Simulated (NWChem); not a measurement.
**doublet H3NO+: levels of theory compared**

Wanted: a comparison of 3 runs (UB3LYP/def2-TZVPP, UM06-2X/def2-TZVPP, UPBE0/def2-TZVPP) of doublet H3NO+. 

Program for the calculation: NWChem 7.3.0.

31 further runs of the same task are left out: 3 that didn't finish, 28 set aside as unsound or not needed. Runs told in other sessions of the task aren't counted.

## (1) Starting point

H3NO+: 5 atoms, total charge +1, spin state doublet. As SMILES of the parent species, `NO`. Geometry: relaxed at PBE0-D4/def2-TZVP. This is one conformer, not always the lowest. That shape belongs to the parent species and isn't relaxed for this state.

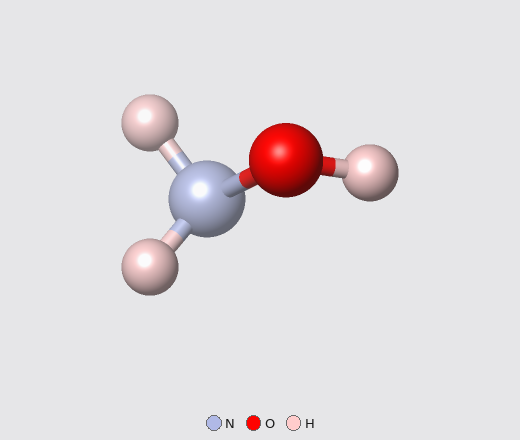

Viewed from a chosen angle; nitrogen light blue, oxygen red, hydrogen pink.

## (2) The energy at UB3LYP/def2-TZVPP (run 1)

The input, m1.nw:

```
echo
start m1
title "H3NO B3LYP"
memory stack 880 mb heap 220 mb global 1100 mb
charge 1

geometry units atomic noautosym nocenter noautoz
  N     -0.31203158    -0.68273915    -0.60692334
  O      0.68872958     1.25863319     0.96009425
  H     -0.30743954    -2.24881188     0.50412224
  H     -2.15740583    -0.20756752    -0.84321469
  H      2.08816626     1.88046647    -0.01405956
end

basis spherical bse
  * library def2-TZVPP
end

dft
  xc b3lyp
  mult 2
  grid fine
  convergence energy 1e-08
  iterations 100
  mulliken
  print medium
end

task dft energy
```

Run with:

```console
$ nwchem m1.nw > m1.out
```

Standard output:

```text
[...]
          Wavefunction type:  spin polarized.
          No. of atoms     :     5
          No. of electrons :    17
[...]
          Charge           :     1
          Spin multiplicity:     2
[...]
          AO basis - number of functions:   104
[...]
              XC Information
              --------------
                         B3LYP Method XC Potential
                     Hartree-Fock (Exact) Exchange  0.200
                        Slater Exchange Functional  0.800 local
                    Becke 1988 Exchange Functional  0.720 non-local
              Lee-Yang-Parr Correlation Functional  0.810
                  VWN I RPA Correlation Functional  0.190 local
[...]
 d= 0,ls=0.0,diis     1   -131.2257841036 -1.71D+02  5.86D-03  5.07D-01     1.5
[...]
 d= 0,ls=0.0,diis    13   -131.3933023007 -2.05D-09  6.68D-08  3.60D-11    18.0
[...]
         Total DFT energy =     -131.393302300666
      One electron energy =     -251.833107464938
           Coulomb energy =       97.092960399821
    Exchange-Corr. energy =      -16.246821691049
 Nuclear repulsion energy =       39.593666455500
[...]
      Total Density - Mulliken Population Analysis
     ---------------------------------------------
    Atom       Charge   Shell Charges
 -----------   ------   -------------------------------------------------------
    1 N    7     6.78   0.82  1.15  0.60  0.81  0.15  1.47  1.37  0.35  0.01  0.05  0.00
    2 O    8     8.07   0.79  1.18  0.62  0.91  0.30  1.86  1.76  0.61  0.00  0.03  0.00
    3 H    1     0.73   0.26  0.39  0.02  0.02  0.04  0.00
    4 H    1     0.73   0.26  0.39  0.02  0.02  0.04  0.00
    5 H    1     0.70   0.25  0.34  0.02  0.02  0.06  0.01
[...]
      <S2> =      0.7540 (Exact =     0.7500)
[...]
```

Wall time 19 s (1 thread of Intel Xeon 6975P-C (Granite Rapids), shared host); peak memory 0.12 GiB.

## (3) A single-point energy at UM06-2X/def2-TZVPP (run 2)

The input, work.nw:

```
echo
start work
title "hydroxylamine"
memory stack 880 mb heap 220 mb global 1100 mb
charge 1
geometry units atomic noautosym nocenter noautoz
N  -0.31203158 -0.68273915 -0.60692334
O   0.68872958  1.25863319  0.96009425
H  -0.30743954 -2.24881188  0.50412224
H  -2.15740583 -0.20756752 -0.84321469
H   2.08816626  1.88046647 -0.01405956
end
basis spherical bse
* library def2-TZVPP
end
dft
xc m06-2x
mult 2
grid fine
convergence energy 1e-08
iterations 100
mulliken
end
task dft
```

Run with:

```console
$ nwchem work.nw > work.out
```

Standard output:

```text
[...]
          Wavefunction type:  spin polarized.
          No. of atoms     :     5
          No. of electrons :    17
[...]
          Charge           :     1
          Spin multiplicity:     2
[...]
          AO basis - number of functions:   104
[...]
              XC Information
              --------------
                       M06-2X Method XC Functional
                     Hartree-Fock (Exact) Exchange  0.540
                        M06-2X Exchange Functional  1.000
                      M06-2X Correlation Potential  1.000
[...]
 d= 0,ls=0.0,diis     1   -131.1583616033 -1.71D+02  4.67D-03  4.87D-01     1.8
[...]
 d= 0,ls=0.0,diis    13   -131.3254079062 -1.24D-09  7.24D-08  8.85D-11    22.1
[...]
         Total DFT energy =     -131.325407906156
      One electron energy =     -251.750147910017
           Coulomb energy =       97.007161616107
    Exchange-Corr. energy =      -16.176088067746
 Nuclear repulsion energy =       39.593666455500
[...]
      Total Density - Mulliken Population Analysis
     ---------------------------------------------
    Atom       Charge   Shell Charges
 -----------   ------   -------------------------------------------------------
    1 N    7     6.79   0.82  1.15  0.59  0.82  0.15  1.44  1.41  0.33  0.01  0.06  0.00
    2 O    8     8.10   0.79  1.18  0.61  0.92  0.32  1.83  1.81  0.60  0.00  0.03  0.00
    3 H    1     0.71   0.26  0.38  0.02  0.02  0.03  0.00
    4 H    1     0.71   0.26  0.38  0.02  0.02  0.03  0.00
    5 H    1     0.69   0.24  0.34  0.02  0.02  0.06  0.01
[...]
      <S2> =      0.7550 (Exact =     0.7500)
[...]
```

It took 23 s on 1 thread of Intel Xeon 6975P-C (Granite Rapids), shared host; peak memory 0.12 GiB.

## (4) The energy at UPBE0/def2-TZVPP (run 3)

The input, input.nw:

```
start input
memory total 2200 mb
charge 1

geometry noautosym nocenter noautoz
 N       -0.165120      -0.361290      -0.321170
 O        0.364460       0.666040       0.508060
 H       -0.162690      -1.190020       0.266770
 H       -1.141650      -0.109840      -0.446210
 H        1.105010       0.995100      -0.007440
end

basis spherical bse
 * library def2-TZVPP
end

dft
 xc pbe0
 mult 2
 grid fine
 convergence energy 1e-08
 iterations 100
 mulliken
end

task dft
```

Run with:

```console
$ nwchem input.nw > input.out
```

Standard output:

```text
[...]
          Wavefunction type:  spin polarized.
          No. of atoms     :     5
          No. of electrons :    17
[...]
          Charge           :     1
          Spin multiplicity:     2
[...]
          AO basis - number of functions:   104
[...]
              XC Information
              --------------
                         PBE0 Method XC Functional
                     Hartree-Fock (Exact) Exchange  0.250
          PerdewBurkeErnzerhof Exchange Functional  0.750
            Perdew 1991 LDA Correlation Functional  1.000 local
           PerdewBurkeErnz. Correlation Functional  1.000 non-local
[...]
 d= 0,ls=0.0,diis     1   -131.0795209590 -1.71D+02  5.48D-03  5.18D-01     1.6
[...]
 d= 0,ls=0.0,diis    13   -131.2487992932 -6.97D-09  1.24D-07  1.39D-10    18.0
[...]
         Total DFT energy =     -131.248799293210
      One electron energy =     -251.795313141268
           Coulomb energy =       97.052112263677
    Exchange-Corr. energy =      -16.099267677155
 Nuclear repulsion energy =       39.593669261536
[...]
      Total Density - Mulliken Population Analysis
     ---------------------------------------------
    Atom       Charge   Shell Charges
 -----------   ------   -------------------------------------------------------
    1 N    7     6.82   0.82  1.15  0.59  0.84  0.12  1.44  1.45  0.34  0.01  0.06  0.00
    2 O    8     8.08   0.79  1.18  0.61  0.94  0.28  1.84  1.81  0.60  0.00  0.03  0.00
    3 H    1     0.71   0.26  0.37  0.02  0.02  0.03  0.00
    4 H    1     0.71   0.26  0.37  0.02  0.02  0.03  0.00
    5 H    1     0.69   0.24  0.34  0.02  0.02  0.06  0.01
[...]
      <S2> =      0.7546 (Exact =     0.7500)
[...]
```

Wall time 19 s (1 thread of Intel Xeon 6975P-C (Granite Rapids), shared host); peak memory 0.12 GiB.

## (5) All runs side by side

```tsv
run	level	energy (Eh)	HOMO energy (eV)	LUMO energy (eV)	⟨S²⟩	wall time
1	UB3LYP/def2-TZVPP	-131.393302	-17.05	-13.89	0.754	19 s
2	UM06-2X/def2-TZVPP	-131.325408	-19.18	-12.14	0.755	23 s
3	UPBE0/def2-TZVPP	-131.248799	-17.30	-13.38	0.755	19 s
```

## (6) What came out

| quantity | value |
| --- | --- |
| run 3: total energy | -131.24880 Eh |
| run 3: HOMO energy (highest over α and β) | -17.30 eV |
| run 3: LUMO energy (lowest over α and β) | -13.38 eV |
| run 3: ⟨S²⟩ | 0.755 |

Totals of different functionals can't be ranked against each other. All runs together took 60 s, the longest 23 s.
